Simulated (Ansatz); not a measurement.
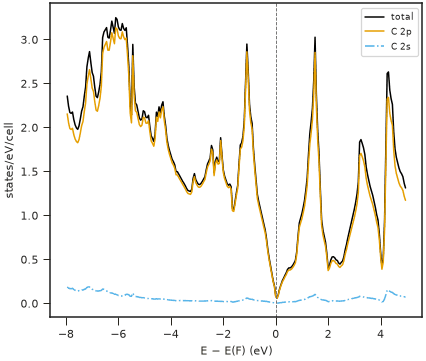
Figure. Total and projected density of states of C in space group Imma (No. 74; C on 8g, C on 8h), the program Ansatz at the r²SCAN level (PAW)

Problem. Which orbitals carry the states next to the Fermi level?

Solution. Within 0.5 eV of the Fermi level: C 2p 95 %. Projections are on Löwdin-orthogonalised atomic valence shells; empty p or d shells of many metals are not among them.

Problem. Where is the tallest occupied peak in this window, and what makes it?

Solution. Near -6.1 eV, about 3.2 states/eV per cell; the largest projected share is C 2p.

The start of the workflow was typed in or built on a structure type; neither database checked (COD, Materials Project) lists it. It is not the phase usual at ambient conditions (space group No. 194, 227). The r²SCAN relaxation kept the symmetry of its start; its stability against distortions is not shown here.

Potentials: the later of the program's two PAW sets.
